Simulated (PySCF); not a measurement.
# SO3 (SMILES O=S(=O)=O): levels of theory compared

Wanted: a comparison of 6 runs (HF/STO-3G, B3LYP/6-31G*, B2PLYP/6-311+G**, CAM-B3LYP/6-311+G**, wB97X/6-311+G**, SCS-MP2/6-311+G**) of SO3. 

Program for the calculation: PySCF 2.14.0.

3 further runs of the same task are left out: 3 set aside as unsound or not needed.

### Step 1. The system as given

The species is SO3 (4 atoms), meant as a singlet with charge 0. As SMILES, `O=S(=O)=O`. The O1–S2 distance was set to 3.119 Å, away from the relaxed value. At this shape a bond of the SMILES string is far longer than usual.

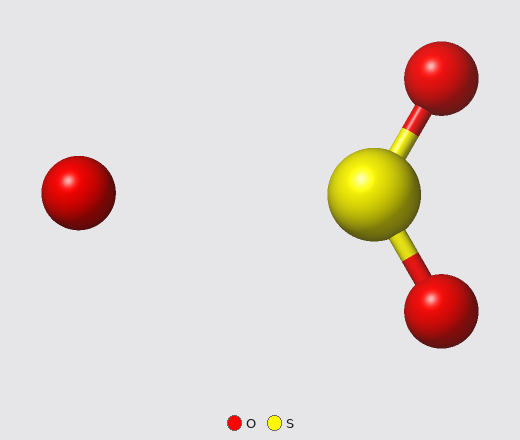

Viewed from a chosen angle; oxygen red, sulfur yellow.

### Step 2. The energy at HF/STO-3G (run 1)

Input file input.py:

```python
from pyscf import gto, scf

mol = gto.M(
    atom='O -2.464529 -1.504070 1.180078; S 0.000050 -0.000150 -0.000380; O 1.307630 -0.327510 0.440320; O -0.187450 1.011420 -0.976150',
    spin=0,
    charge=0,
    max_memory=1860,
    verbose=3,
    basis='sto-3g',
)

calc0 = scf.RHF(mol)
calc0.conv_tol = 1e-10
calc0.kernel()
if not calc0.converged:
    calc0 = calc0.newton().run(calc0.mo_coeff, calc0.mo_occ)

e_final = calc0.e_tot
print('Final energy', e_final)
```

Run with:

```
$ OMP_NUM_THREADS=1 python input.py
```

Standard output:

```text
SCF not converged.
SCF energy = -614.253004486323
converged SCF energy = -614.253026381226
Final energy -614.2530263812264
```

It took 0.78 s on 1 thread of Arm Neoverse V2, shared host; peak memory 0.12 GiB.

### Step 3. A single-point energy at B3LYP/6-31G(d) (spherical functions) (run 2)

Input file mol.xyz:

```xyz
4
O3S
O     -2.464529    -1.504070     1.180078
S      0.000050    -0.000150    -0.000380
O      1.307630    -0.327510     0.440320
O     -0.187450     1.011420    -0.976150
```

Input file calc.py:

```python
from pyscf import gto, dft

mol = gto.M(
    atom='mol.xyz',
    basis='6-31g*',
    charge=0,
    verbose=3,
    max_memory=1860,
)

calc0 = dft.RKS(mol)
calc0.xc = 'b3lyp'
calc0.grids.level = 5
calc0.conv_tol = 1e-10
calc0.kernel()
if not calc0.converged:
    calc0 = calc0.newton().run(calc0.mo_coeff, calc0.mo_occ)

energy = calc0.e_tot
print('E = %.10f Eh' % energy)
```

Run with:

```
$ OMP_NUM_THREADS=1 python calc.py
```

Standard output:

```text
converged SCF energy = -623.541946108754
E = -623.5419461088 Eh
```

It took 15 s on 1 thread of Arm Neoverse V2, shared host; peak memory 0.32 GiB.

Runs 3 to 4 aren't shown in full; the table further down has their settings and results.

### Step 4. The energy at wB97X/6-311+G(d,p) (run 5)

Input file run.py:

```python
from pyscf import gto, dft

mol = gto.M(
    atom=[
    ('O', (-2.464529, -1.504070, 1.180078)),
    ('S', (0.000050, -0.000150, -0.000380)),
    ('O', (1.307630, -0.327510, 0.440320)),
    ('O', (-0.187450, 1.011420, -0.976150)),
],
    basis='6-311+g**',
    max_memory=1860,
    spin=0,
    verbose=4,
)

calc0 = dft.RKS(mol, xc='wb97x')
calc0.conv_tol = 1e-10
calc0.grids.level = 5
calc0.kernel()
if not calc0.converged:
    calc0 = calc0.newton().run(calc0.mo_coeff, calc0.mo_occ)

energy = calc0.e_tot
print('Final energy', energy)
```

Run with:

```
$ OMP_NUM_THREADS=1 python run.py
```

Standard output:

```text
PySCF version 2.14.0

[INPUT] num. atoms = 4
[INPUT] num. electrons = 40
[INPUT] charge = 0
[INPUT] spin (= nelec alpha-beta = 2S) = 0
[INPUT] symmetry False subgroup None
[INPUT] Mole.unit = angstrom
[INPUT] Symbol           X                Y                Z      unit          X                Y                Z       unit  Magmom
[INPUT]  1 O     -2.464529000000  -1.504070000000   1.180078000000 AA   -4.657284836048  -2.842280372175   2.230024225624 Bohr   0.0
[INPUT]  2 S      0.000050000000  -0.000150000000  -0.000380000000 AA    0.000094486306  -0.000283458919  -0.000718095927 Bohr   0.0
[INPUT]  3 O      1.307630000000  -0.327510000000   0.440320000000 AA    2.471062572265  -0.618904203056   0.832084207168 Bohr   0.0
[INPUT]  4 O     -0.187450000000   1.011420000000  -0.976150000000 AA   -0.354229162050   1.911306796908  -1.844656156494 Bohr   0.0

nuclear repulsion = 147.88362122419
number of shells = 44
number of NR pGTOs = 154
number of NR cGTOs = 96
basis = 6-311+g**
ecp = {}

[... 64 lines left out ...]
converged SCF energy = -623.572817175281
Final energy -623.5728171752812
```

It took 24 s on 1 thread of Arm Neoverse V2, shared host; peak memory 0.48 GiB.

### Step 5. The energy at SCS-MP2/6-311+G(d,p) (run 6)

Input file job.py:

```python
from pyscf import gto, mp

mol = gto.Mole()
mol.atom = '''
O   -2.464529  -1.504070   1.180078
S    0.000050  -0.000150  -0.000380
O    1.307630  -0.327510   0.440320
O   -0.187450   1.011420  -0.976150
'''
mol.max_memory = 1860
mol.verbose = 3
mol.basis = '6-311+g**'
mol.build()

mf = mol.RHF()
mf.conv_tol = 1e-10
mf.kernel()
if not mf.converged:
    mf = mf.newton().run(mf.mo_coeff, mf.mo_occ)

pt = mp.MP2(mf, frozen=8).run()
e_final = mf.e_tot + 1.2 * pt.e_corr_os + pt.e_corr_ss / 3
print('E(%s) = %.9f' % ('SCS-MP2', e_final))
```

Run with:

```
$ OMP_NUM_THREADS=1 python job.py
```

Standard output:

```text
converged SCF energy = -621.911330978125
E(RMP2) = -622.598313107226  E_corr = -0.686982129101632
E(SCS-RMP2) = -622.579949062875  E_corr = -0.668618084750385
E(SCS-MP2) = -622.579949063
```

It took 2.2 s on 1 thread of Arm Neoverse V2, shared host; peak memory 0.24 GiB.

### Step 6. Overview of the runs

```
run                               level  integration grid  frozen core orbitals  energy (Eh)  dipole moment (D) of the reference  HOMO energy (eV)  LUMO energy (eV)  wall time
  1                           HF/STO-3G                 –                     –  -614.253026                                1.73             -7.72              4.89     0.78 s
  2  B3LYP/6-31G* (spherical functions)                 5                     –  -623.541946                                0.06             -9.04             -6.93       15 s
  3                    B2PLYP/6-311+G**                 5                     8  -623.337784                                1.46            -11.42             -5.13       19 s
  4                 CAM-B3LYP/6-311+G**                 5                     –  -623.580021                                0.80            -11.59             -6.29       27 s
  5                     wB97X/6-311+G**                 5                     –  -623.572817                                1.09            -12.48             -5.02       24 s
  6                   SCS-MP2/6-311+G**                 –                     8  -622.579949                                2.06            -13.74             -1.02      2.2 s
```

### Step 7. What came out

```
                                          quantity          value
                               run 6: total energy  -622.57995 Eh
       run 6: dipole moment (Hartree–Fock density)         2.06 D
        run 6: HOMO energy (Hartree–Fock orbitals)      -13.74 eV
        run 6: LUMO energy (Hartree–Fock orbitals)       -1.02 eV
      run 6: HOMO–LUMO gap (Hartree–Fock orbitals)       12.71 eV
run 6: correlation energy (8 core orbitals frozen)     -668.6 mEh
```

Over runs 1, 2, 3, 4, 5 the dipole moment (its size) runs from 0.06 D (B3LYP/6-31G*) to 1.73 D (HF/STO-3G). The two ends differ in method and basis. The two dipoles point in opposite directions. Over runs 1, 2, 3, 4, 5 the HOMO–LUMO gap runs from 2.11 eV (B3LYP/6-31G*) to 12.61 eV (HF/STO-3G). Totals of different functionals can't be ranked against each other. In run 1 the basis is minimal, so the values are rough. In runs 1, 2, 3, 4, 5, 6 a closed-shell determinant meets a far-stretched bond, which it describes badly. All runs together took 87 s, the longest 27 s.
